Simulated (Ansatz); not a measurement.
System: F4H2OW···HF.

```xyz
10

W     0.0288    0.3552   -0.2567
F     0.2899   -0.0095    2.2856
F     1.7985   -0.0858    0.2930
F    -0.4661    1.8338   -1.2864
O    -1.7153    0.5316    0.3940
H    -2.0508   -0.0911    1.0594
F    -0.2639   -1.4601    0.2076
F     0.5861   -0.2056   -1.9485
H     0.5487    1.6775    0.6634
H     1.1814   -0.2717    2.1494
```

Core potentials replace the inner electrons of W.

Method: RKS B3LYP-D4/def2-SVP (Ansatz).

Question: Predict the electron density and electron localisation function between the atoms.

Answer: W1···F2 (2.58 Å): the density falls to about 0.16 e/Å³ on the way; the ELF is about 0.05 at the midpoint.
W–O (1.87 Å): ρ at the midpoint is about 1.2 e/Å³; the ELF peaks at about 0.85 in the valence shell of O, 0.5 Å from its nucleus, and drops to about 0.30 between the two atoms.
F–H (0.94 Å): the density is about 4.5 e/Å³ at the midpoint; the ELF climbs to about 1 towards the hydrogen, as it does in any bond to H: an ordinary covalent bond to hydrogen.

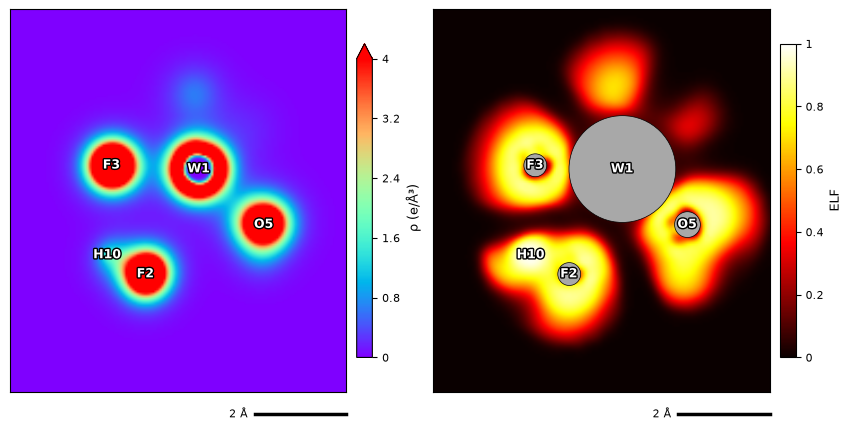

Computed electron density and electron localisation function on the plane of atoms F3, W1 and O5, in this order. Grey discs cover the atomic cores in the ELF map. 
